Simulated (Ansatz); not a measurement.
The calculation's input:

```
crystal:
  periodic: [false, false, false]
  atoms:
    - {symbol: C, position_ang: [-2.188322, -0.694662, -2.590158]}
    - {symbol: C, position_ang: [-0.943326, -1.049611, -1.997315]}
    - {symbol: C, position_ang: [0.802581, -1.025699, -0.706794]}
    - {symbol: C, position_ang: [1.673793, -0.466287, 0.366336]}
    - {symbol: "N", position_ang: [-3.197782, -0.438903, -3.098159]}
    - {symbol: "N", position_ang: [-0.369165, -0.402490, -1.020683]}
    - {symbol: "N", position_ang: [1.143660, -2.101800, -1.379857]}
    - {symbol: S, position_ang: [2.335483, 1.172790, -0.070944]}
    - {symbol: S, position_ang: [-0.015772, -2.421763, -2.502856]}
    - {symbol: H, position_ang: [1.118576, -0.409149, 1.314064]}
    - {symbol: H, position_ang: [2.540464, -1.124207, 0.506330]}
    - {symbol: H, position_ang: [1.131164, 1.781181, -0.137033]}
basis:
  gaussian: {orbitals: def2-SVPD}
hamiltonian: {xc: {name: PBE0}}
output: {forces: true, orbitals: {seedname: orbitals}}
```

Launched as:

```sh
ansatz run input.yaml --threads 4 --pin off --max-ram 7830MiB --events-out events.jsonl --progress --plain --runs-dir runs
```

Geometry: PBE0-D3(BJ)/def2-SVP.

Theory: isolated molecule in a Gaussian basis; Kohn-Sham density functional theory, functional PBE0 (Ansatz 0.2.0).

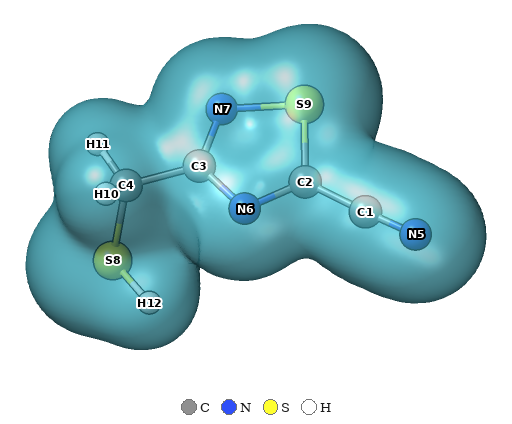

C$_{4}$H$_{3}$N$_{3}$S$_{2}$. Isosurface of the total electron density at 0.05 e/Å³ (cyan), seen at a tilt.

Question: Which contacts does the surface bridge?

Answer: At this value the surface is in one piece. It bridges the sampled C–N (1.16 Å), C–C (1.42 Å), S–N (1.65 Å) and C–S (1.73 Å) contacts, where the density stays above the isovalue. On the grid the lowest density along these lines, outside the cores, is 3.2 e/Å³ (C–N, 1.16 Å), 1.9 e/Å³ (C–C, 1.42 Å), 1.5 e/Å³ (S–N, 1.65 Å) and 1.4 e/Å³ (C–S, 1.73 Å).
